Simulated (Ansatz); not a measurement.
The starting structures come from a database of crystals and need not be the phases stable at ambient conditions.

 Where the default PAW files enter, the runs use the earlier of Ansatz's two default sets.

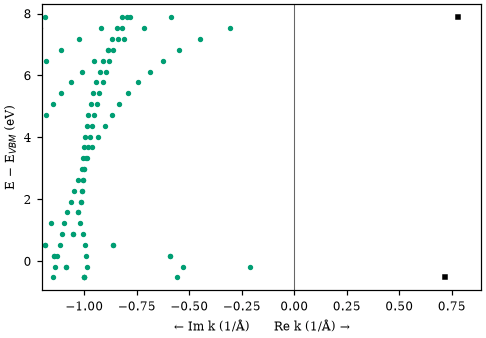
*Complex bands at the centre of the two-dimensional zone; r2SCAN (Ansatz, an electronic-structure program)*

No gap correction and no spin-orbit coupling; mid-gap values are interpolated between computed energies.

**Question.** This is N$_{2}$ (P6_3/mmc, not sure to be the ambient phase, 4 atoms a cell, 23.4 Å³ an atom) along the normal of (100). Read off the slowest decay at the centre of the two-dimensional zone at 4.03 eV, the computed energy nearest the middle of the gap.

**Answer.** κ ≈ 0.93 1/Å, a decay length 1/(2κ) of the density of 0.54 Å.
